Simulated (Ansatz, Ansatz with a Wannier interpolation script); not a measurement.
# From a coarse GW mesh to bands everywhere: SnSe2 (1T monolayer), part 2 of 2

Wanted: quasiparticle gap and band widths of SnSe2 (1T monolayer) over the whole zone.

Ansatz 0.2.0; PBE, Wannier functions and G0W0, plane waves, PAW. Known limits of the many-body steps: not at the basis limit; no spin-orbit coupling.

So far. Step 3 (Wannier functions (Se:4p Sn:5p) on 24×24×1): Near the gap the model misses directly solved bands by 0.0 meV r.m.s. and by 0 meV at most in the window tested. This tests the starting bands, not the corrections carried with them. Step 4 (G0W0 at every point of the mesh: 12×12×1 mesh, 623 …): The gap on the mesh goes from 0.80 eV to 1.78 eV, a correction of +0.98 eV.

## (5) Interpolating the corrections

A script adds the corrections, carried to the Wannier functions and back, to the PBE levels, along the path and on a 26×26×1 mesh.

| Property | Result |
| --- | --- |
| G0W0 gap over the zone | 1.773 eV |
| conduction bottom at | M |
| starting gap over the zone | 0.7899 eV |
| least direct G0W0 gap | 2.117 eV |
| G0W0 gap on the mesh | 1.783 eV |
| valence width, start | 4.220 eV |
| valence width, G0W0 | 4.386 eV |
| gap by a rigid shift | 1.773 eV |

Levels solved directly plus the interpolated quasiparticle correction. Limits: finite bands, cutoff and mesh; gap short on this mesh; no spin-orbit coupling. The quasiparticle bands at the labelled points (eV, zero at the valence-band top of each set):

| point | band 20 | band 21 | band 22 | band 23 | band 24 |
| --- | --- | --- | --- | --- | --- |
| Γ | -0.50 | -0.50 | -0.07 | -0.07 | 2.53 |
| M | -2.23 | -2.15 | -0.75 | -0.34 | 1.78 |
| K | -3.69 | -3.24 | -0.86 | -0.86 | 2.89 |
| Γ | -0.50 | -0.50 | -0.07 | -0.07 | 2.53 |

The same for PBE:

| point | band 20 | band 21 | band 22 | band 23 | band 24 |
| --- | --- | --- | --- | --- | --- |
| Γ | -0.46 | -0.46 | -0.08 | -0.08 | 1.50 |
| M | -2.19 | -2.15 | -0.65 | -0.31 | 0.79 |
| K | -3.50 | -3.13 | -0.78 | -0.78 | 1.81 |
| Γ | -0.46 | -0.46 | -0.08 | -0.08 | 1.50 |

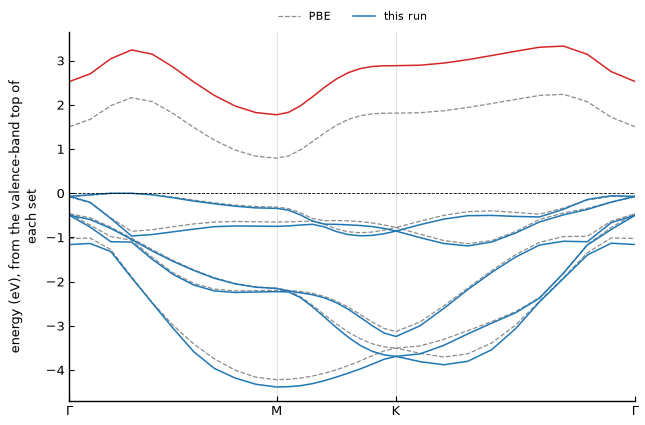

Quasiparticle bands along the path; lines of filled and empty bands in two colours; dashed: PBE.

The density of states has structure finer than the step of the table below, so its rows give means over 0.5 eV, whole bins alone (the curve runs from -5 to 4.7 eV). Peaks (eV: height): G0W0 -4.00: 2.00, -2.20: 3.55, -0.80: 5.30, 2.90: 2.24; PBE -2.20: 3.66, -0.70: 5.35, 1.80: 2.33.

Wannier model on a dense mesh, Gaussian width 0.15 eV. Limits: finite bands, cutoff and mesh; gap short on this mesh; no spin-orbit coupling. Table of density of states by energy, zero at the valence-band top of each set; means over each step; values in states/eV/cell:

| energy (eV) | G0W0 | PBE |
| --- | --- | --- |
| -4.5 | 0.435 | 0.105 |
| -4.0 | 1.77 | 1.45 |
| -3.5 | 1.17 | 1.52 |
| -3.0 | 1.42 | 1.57 |
| -2.5 | 2.46 | 2.43 |
| -2.0 | 2.38 | 2.47 |
| -1.5 | 1.38 | 1.27 |
| -1.0 | 3.89 | 3.28 |
| -0.5 | 4.06 | 4.67 |
| 0.0 | 1.04 | 1.23 |
| 0.5 | 0.00400 | 0.0469 |
| 1.0 | 0 | 0.635 |
| 1.5 | 0.0487 | 1.32 |
| 2.0 | 0.600 | 1.83 |
| 2.5 | 1.11 | 0.176 |
| 3.0 | 1.87 | 0.0424 |
| 3.5 | 0.365 | 0.203 |
| 4.0 | 0.0404 | 1.05 |

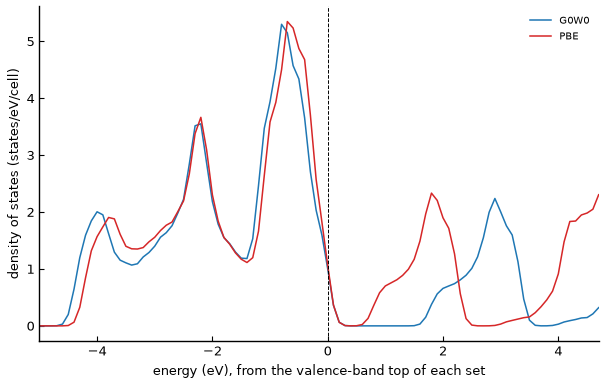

Density of states against energy.

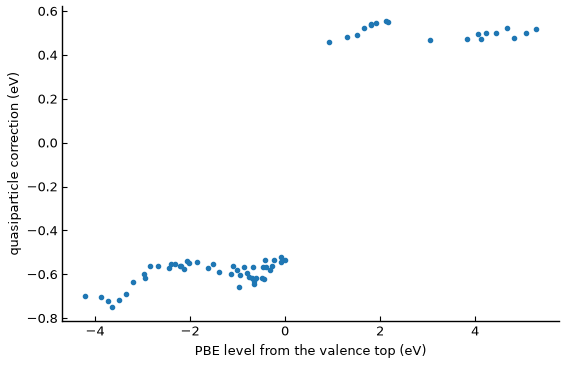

The correction of every computed level, on the run's own energy scale, against its starting energy.

## (6) PBE+SOC bands, for comparison

Spin-orbit coupling can split or shift the edges; a non-collinear run measures by how much.

This step: DFT, PBE with spin-orbit coupling, plane waves, PAW.

Input file input.yaml:

```yaml
crystal:
  lattice:
    - [3.869828627, 0.0, 0.0]
    - [-1.9349143135, 3.3513698993, 0.0]
    - [0.0, 0.0, 29.6]
  atoms:
    - { symbol: Sn, position: [0.0, 0.0, 0.5] }
    - { symbol: Se, position: [0.3333333333, 0.6666666667, 0.553854345] }
    - { symbol: Se, position: [0.6666666667, 0.3333333333, 0.446145655] }
  periodic: [true, true, false]
kpoints:
  mp_grid: { grid: [12, 12, 1] }
  band_path:
    path:
      - [0, 0, 0]
      - [0.5, 0, 0]
      - [0.3333333333333, 0.3333333333333, 0]
      - [0, 0, 0]
    npoints: 10
hamiltonian:
  xc: pbe
scf:
  occupations: { method: fermi_dirac, width: 0.02 }
  n_extra_bands: 10
magnetization:
  noncollinear: true
  spin_orbit: true
output:
  eigenvalues: true
```

On the command line:

```sh
$ ansatz run input.yaml --threads 12 --pin off --max-ram 27648MiB --backend cpu --events-out ev --progress --plain --runs-dir out
```

Numbers of over 12 decimals in the logs are rounded to 6 here.

What it wrote:

```text
[...]
non-collinear run that drives no moment, with spin-orbit: no starting moment large enough to seed its density (crystal.atoms[].spin), no starting occupations that ask for one, no magnetisation constraint and no magnetic field, so the semilocal B_xc is pinned to zero
Crystal: 3 atoms, lattice volume = 383.889 Å³
Basis set: ecut = 420 eV, 7587 PW (Γ)
Bands: 56, of which v1, the nominal top of the filled ones, is band 46 counted from 1 (45 counted from 0)
Symmetry: 12 space group operations + 12 with time reversal
[...]
k-points: 19 of 144
Projection manifold: j_resolved (fully-relativistic pseudo-atomic orbitals)
[...]
iter 1 solved again at ethr=2.31e-3 eV; its pass at ethr=3.10e-3 eV (dr2=1.06e0 eV) is discarded
SCF iter   1: F=—  HF=-16966.131838 eV  |F-HF|=—  |Δ(HF+E_count)|=         —  Δρ=1.41e-2  dr2=1.05e0  dr2_m=0.00e0 (ungated)  ethr=2.31e-3  |M|=0.00e0 ∫|m|=0.00e0 μB  |m|>n=0.0e0 m-floor=0.0e0 τ_xc=0.0e0  β_m=0.30  ⟨swp⟩=1.5  Hψ=4263  notcnv=0
[...]
spin=Noncollinear: Resta preconditioning applied to the charge; magnetization (m_x, m_y, m_z) channels mix plain (no charge-response kernel on spin).
SCF iter   2: F=—  HF=-16965.899247 eV  |F-HF|=—  |Δ(HF+E_count)|=   2.33e-1  Δρ=8.59e-3  dr2=2.68e-1  dr2_m=0.00e0 (ungated)  ethr=2.29e-3  |M|=0.00e0 ∫|m|=0.00e0 μB  |m|>n=0.0e0 m-floor=0.0e0 τ_xc=0.0e0  β_m=0.43  ⟨swp⟩=3.3  Hψ=760  notcnv=0
[...]
SCF iter   8: F=-16965.860366 eV  HF=-16965.860366 eV  |F-HF|=5.93e-9  |Δ(HF+E_count)|=   6.51e-7  Δρ=1.79e-6  dr2=1.23e-8  dr2_m=0.00e0 (ungated)  ethr=2.17e-10  |M|=0.00e0 ∫|m|=0.00e0 μB  |m|>n=0.0e0 m-floor=0.0e0 τ_xc=0.0e0  ⟨swp⟩=15.7  Hψ=2468  notcnv=0
SCF 1 converged in 8 iterations: F = -16965.860366 eV  dr2 = 1.23e-8
[...]
SCF converged after 8 iterations
Magnetization: |M| = 0.0000 μB,  M = (+0.0000, +0.0000, +0.0000) μB
Absolute magnetization: 0.0000 μB (∫|m|)
  site 0: m = (+0.0000, +0.0000, +0.0000) μB, |m| = 0.0000 μB  (R = 1.13 Å)
  site 1: m = (+0.0000, +0.0000, +0.0000) μB, |m| = 0.0000 μB  (R = 1.13 Å)
  site 2: m = (+0.0000, +0.0000, +0.0000) μB, |m| = 0.0000 μB  (R = 1.13 Å)
Free energy (F): -16965.860366 eV
[...]
Internal energy: -16965.860366 eV  (E = F + TS)
E sigma→0 (E₀):  -16965.860366 eV
Fermi energy:    -5.624665 eV
[...]
--- Band table (eV; the first three rows and the last of 19) ---
  k-point 0: bands = [... 42 lower, -6.2807, -6.2807, -6.0012, -6.0012, -4.5321, -4.5321, -3.0418, -3.0418, ... 6 higher]
  k-point 1: bands = [... 42 lower, -6.4427, -6.4427, -6.0460, -6.0460, -4.1589, -4.1589, -2.6214, -2.6214, ... 6 higher]
  k-point 2: bands = [... 42 lower, -6.8920, -6.8920, -6.0475, -6.0475, -3.8863, -3.8863, -2.2718, -2.2718, ... 6 higher]
  k-point 18: bands = [... 42 lower, -6.8639, -6.8639, -6.7913, -6.7913, -4.2350, -4.2350, -0.8768, -0.8768, ... 6 higher]
  ° read free of the cell's end (the report's vacuum.weakly_bound_levels)
```

It took 11 s on 12 threads of Intel Xeon 6975P-C (Granite Rapids), shared host; peak memory 3.4 GiB; 2 min of CPU time.

This step gave:

```
filled bands         : 46
gap                  : 0.7589 eV
valence top at       : Γ
conduction bottom at : M
least direct gap     : 1.086 eV
```

The gap stands −0.03 eV against PBE, and the valence top moves to Γ.

The electronic bands at the labelled points (eV, zero at the top of the highest nominally filled band):

| point | band 43 | band 44 | band 45 | band 46 | band 47 | band 48 | band 49 | band 50 |
| --- | --- | --- | --- | --- | --- | --- | --- | --- |
| Γ | -0.28 | -0.28 | 0.00 | 0.00 | 1.47 | 1.47 | 2.96 | 2.96 |
| M | -0.75 | -0.75 | -0.33 | -0.33 | 0.76 | 0.76 | 4.02 | 4.02 |
| K | -0.86 | -0.86 | -0.79 | -0.79 | 1.77 | 1.77 | 5.12 | 5.12 |
| Γ | -0.28 | -0.28 | 0.00 | 0.00 | 1.47 | 1.47 | 2.96 | 2.96 |

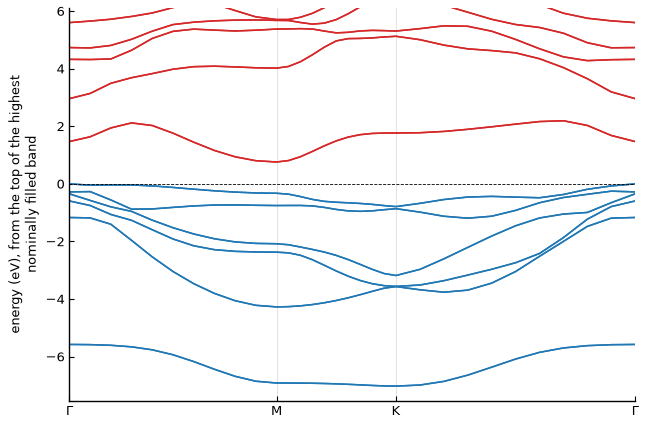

Electronic bands along the path; lines of filled and empty bands in two colours.

## (7) Outcome

| Item | Value |
| --- | --- |
| PBE gap | 0.79 eV |
| G0W0 gap over the zone | 1.77 eV, indirect |
| least direct G0W0 gap, in the model | 2.12 eV |
| with the spin-orbit change | 1.74 eV |
| GW settings | 12×12×1 mesh, 623 empty bands, screening to 80 eV |
| known limits | not at the basis limit; no spin-orbit coupling |

In words: The Wannier model follows the PBE bands to under 1 meV r.m.s. near the gap. The G0W0 gap over the zone is 1.77 eV, indirect, from k = (0.122, 0.000, 0.000) to M; on the mesh alone it is 1.78 eV, and a rigid shift of the PBE bands would give 1.77 eV. The valence width in the model goes from 4.22 eV to 4.39 eV. PBE+SOC gives a gap of 0.76 eV on the same path, a spin-orbit change of −0.03 eV that would bring the G0W0 gap to 1.74 eV. Bands and cutoff are finite, so the gap is not at the basis limit. The miss can reach some tenths of an eV and take either sign; the mesh is an error of its own. Above the frozen window of the model the interpolated levels need not meet the computed ones, even at points of the mesh.

[Paths, hosts, dates, memory and timing lines, banners, echoed tables and standing remarks are left out of the program output.]

[Logs are printed without paths, hosts, clocks, repeated set-up lines and the standing remarks that a program may print on its own settings, such as how far it seeks lower states.]

[Runs of the session that timed out or met a known fault of the program may be left out.]

[Hosts, paths, dates, database ids (printed as entryN), source tags and the programs' standing remarks are cut or masked in the printed files.]
